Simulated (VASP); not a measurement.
Band structure of HfS$_{2}$ (1T layered). Computed with PBE GGA with D3 dispersion (Becke-Johnson damping), VASP's PBE PAW potentials (set 64) (plane waves; VASP).

Unless said otherwise, spin-orbit coupling is left out, though it shifts the bands of the heavy elements here.

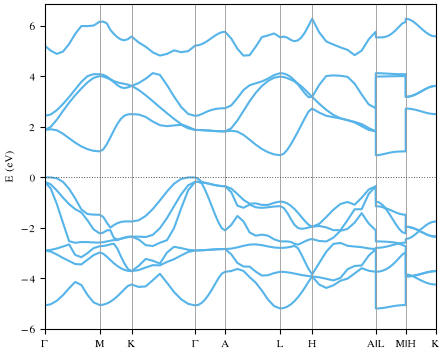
Figure: Bands along high-symmetry lines, zero at the valence-band maximum or, without a gap, the Fermi level

Question: Read the plot: is there a gap, and where are the band edges?

Answer: The gap is indirect, 0.88 eV, from the valence maximum at Γ-M at 0.11 to the conduction minimum at L. (Edges off the drawn lines would not show.)

Measured: gap 1.80 eV (computed value off by -0.92 eV), as given by Miłosz Rybak et al., Nanomaterials (2022), arXiv:2210.12074.

The compound is HfS2 in the 1T layered structure. It was relaxed first.
